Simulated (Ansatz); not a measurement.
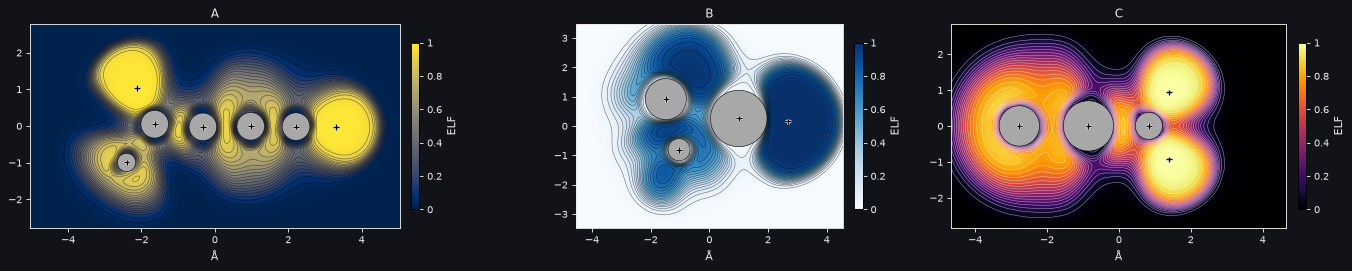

The ELF of 3 systems, each on a plane through atoms (crosses mark nuclei in the plane; grey discs cover the cores).

Computed with Ansatz, isolated molecule in a Gaussian basis; Kohn-Sham density functional theory, functional PBE0.

System 1: CH₄MgSi (SMILES [CH2]1[MgH-][SiH+]1), the plane of atoms C1, Si3 and Mg2. Geometry: r2SCAN-D4/def2-TZVP.

```xyz
7

C     0.0019    0.3835    0.4167
Mg   -1.0608   -0.3626   -1.4762
Si    0.2708   -1.3777    0.4752
H    -2.0997   -0.0339   -2.7796
H     0.7395    1.1732    0.5536
H    -1.0155    0.7992    0.5134
H     1.7758   -1.4732    0.5674
```

System 2: CH₂SSi (SMILES C=[Si]=S), the molecular plane. Geometry: PBE0-D4/def2-TZVP.

```xyz
5

C    -2.3693   -1.6047   -1.1170
S    -0.3225   -0.2074    1.4996
Si   -1.4142   -0.9528    0.1039
H    -3.3560   -1.9923   -0.8983
H    -2.0095   -1.6450   -2.1370
```

System 3: C₄H₂F (SMILES [CH+]=C=C=CF) (charge +1), the molecular plane. Geometry: PBE0-D3(BJ)/pcseg-1.

```
atom    x (Å)    y (Å)    z (Å)
   C  -3.0717  -0.2010   0.9303
   C  -1.9340  -0.1211   0.4556
   C  -0.7295  -0.0585  -0.0390
   C   0.4692   0.0857  -0.5608
   F   1.3563  -0.8550  -0.5698
   H  -4.0683  -0.2718   1.3462
   H   0.7449   1.0464  -1.0149
```

**Which map belongs to which system?**

Panel A is system 3, C₄H₂F: the plane holds C, F and H. C–C (1.24 Å): the ELF peaks at about 0.90 between the atoms; a short, multiple covalent bond. Panel B is system 1, CH₄MgSi: the plane holds C, Mg, Si and H. C–Si (1.78 Å): the ELF peaks at about 0.90 between the atoms; a covalent bond. Panel C is system 2, CH₂SSi: the plane holds C, S, Si and H. C–Si (1.68 Å): the ELF peaks at about 0.85 between the atoms; a covalent bond.
